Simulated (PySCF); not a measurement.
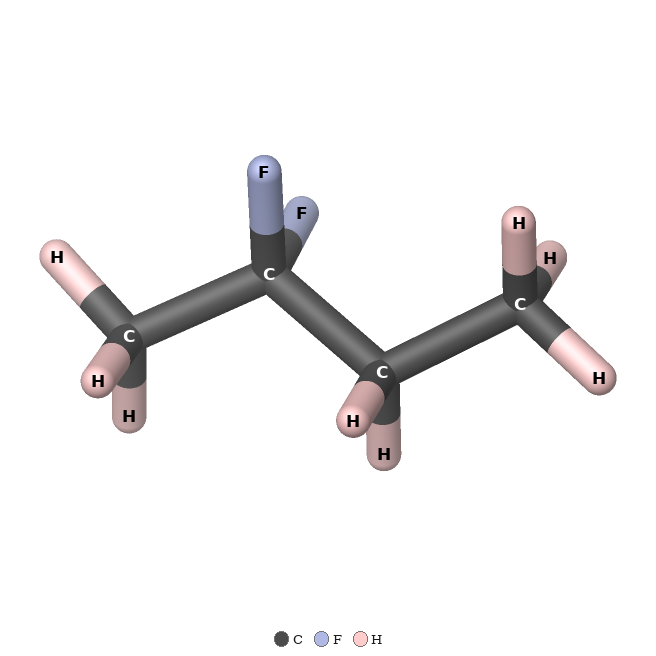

A stick model of a molecule. Every bond is drawn as one stick, whatever its order.

What does the picture show?

It has 14 atoms: 4 carbon, 8 hydrogen and 2 fluorine (C4H8F2). SMILES: `CCC(C)(F)F`. It has no ring. Among its groups: C–F bond. The point group is Cs. Coordination: 4 C tetrahedral.

The parts below concern this one geometry. Atoms keep their numbers from picture to picture. The computed structure is the end point of a PBE0-D3(BJ)/def2-SVP optimisation. No frequency run is at hand to confirm it as a minimum.

### Spin–spin coupling

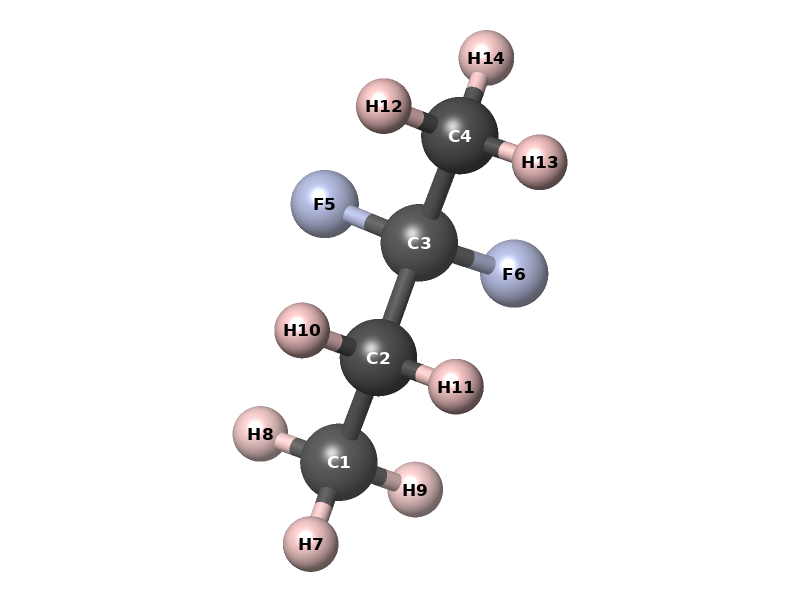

No frequency run is at hand to confirm it as a minimum. Level of theory: B3LYP/pcJ-1 indirect spin-spin coupling, non-relativistic, gas phase (PySCF 2.14.0). Isotopes: 13C, 19F, 1H.

Give the spin–spin coupling constants of these pairs, with the number of bonds between them: C3/F5, C3/F6, C2/F5, C4/F5, C4/F6, C1/F6, F5/H10, F6/H11, F6/H12, F6/H10, F6/H13, F6/H14.

| pair | bonds apart | J (Hz) |
| --- | --- | --- |
| C3, F5 | 1 | −293.8 |
| C3, F6 | 1 | −293.8 |
| C2, F5 | 2 | 26.9 |
| C4, F5 | 2 | 29.1 |
| C4, F6 | 2 | 29.0 |
| C1, F6 | 3 | 5.2 |
| F5, H10 | 3 | 1.6 |
| F6, H11 | 3 | 1.6 |
| F6, H12 | 3 | 42.0 |
| F6, H10 | 3 | 30.6 |
| F6, H13 | 3 | 1.5 |
| F6, H14 | 3 | 9.6 |

Density functionals are unreliable for couplings to fluorine, so those rows may be far off.

### Bond orders

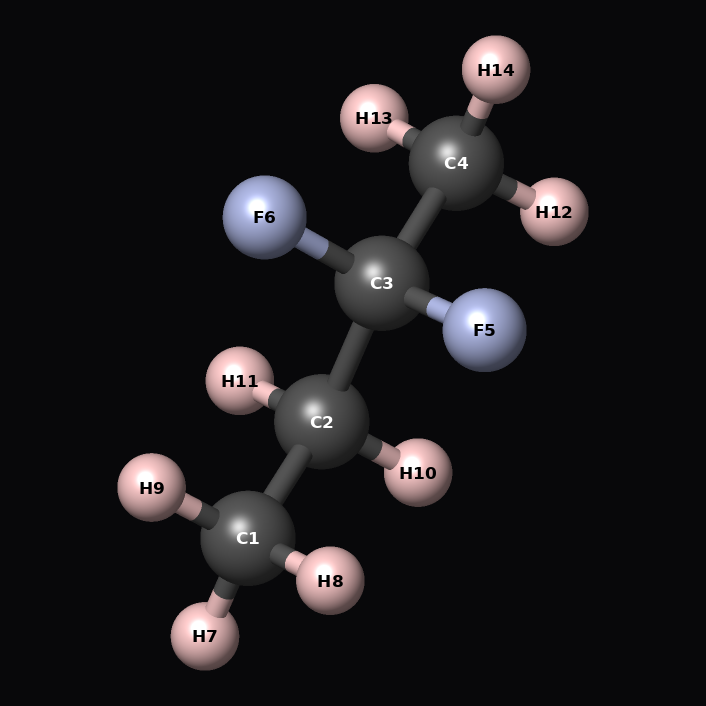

Every bond is drawn as one stick. No frequency run is at hand to confirm it as a minimum. Method: PBE0/pcSseg-1 (PySCF 2.14.0).

List the Mayer bond orders of C1–C2, C1–H7, C1–H8, C2–C3, C2–H10, C3–C4, C3–F5, C4–H12, C4–H14 (one bond of each equivalent set). Atoms whose distances differ by more than 0.02 Å in this geometry are listed apart.

```json
{"bond": "C1–C2", "Mayer order": "1.05", "length (Å)": "1.519"}
{"bond": "C1–H7", "Mayer order": "0.96", "length (Å)": "1.099"}
{"bond": "C1–H8", "Mayer order": "0.96", "length (Å)": "1.099"}
{"bond": "C2–C3", "Mayer order": "0.98", "length (Å)": "1.516"}
{"bond": "C2–H10", "Mayer order": "0.94", "length (Å)": "1.102"}
{"bond": "C3–C4", "Mayer order": "1.04", "length (Å)": "1.507"}
{"bond": "C3–F5", "Mayer order": "0.92", "length (Å)": "1.366"}
{"bond": "C4–H12", "Mayer order": "0.95", "length (Å)": "1.098"}
{"bond": "C4–H14", "Mayer order": "0.95", "length (Å)": "1.098"}
```

### NMR shielding

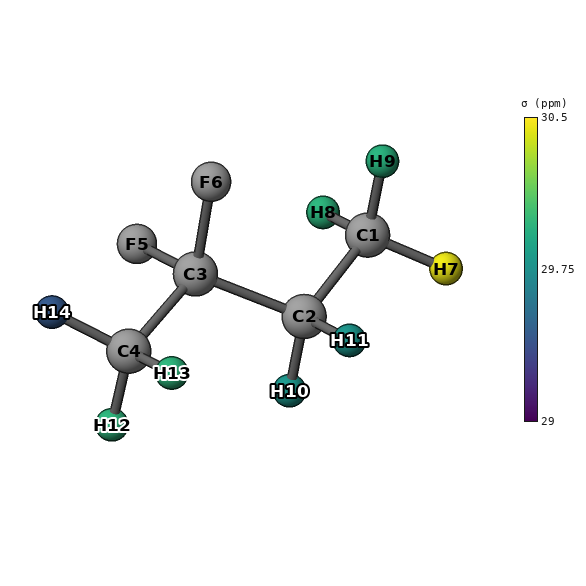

Atoms are coloured by their isotropic NMR shieldings (H only, the others grey). No frequency run is at hand to confirm it as a minimum. Method: GIAO PBE0/pcSseg-1 NMR shielding, non-relativistic, gas phase (PySCF 2.14.0).

Give the isotropic NMR shieldings of the H atoms atom by atom.

| atom | σ (ppm) |
| --- | --- |
| H7 | 30.45 |
| H8 | 29.97 |
| H9 | 29.96 |
| H10 | 29.79 |
| H11 | 29.78 |
| H12 | 29.97 |
| H13 | 29.98 |
| H14 | 29.42 |
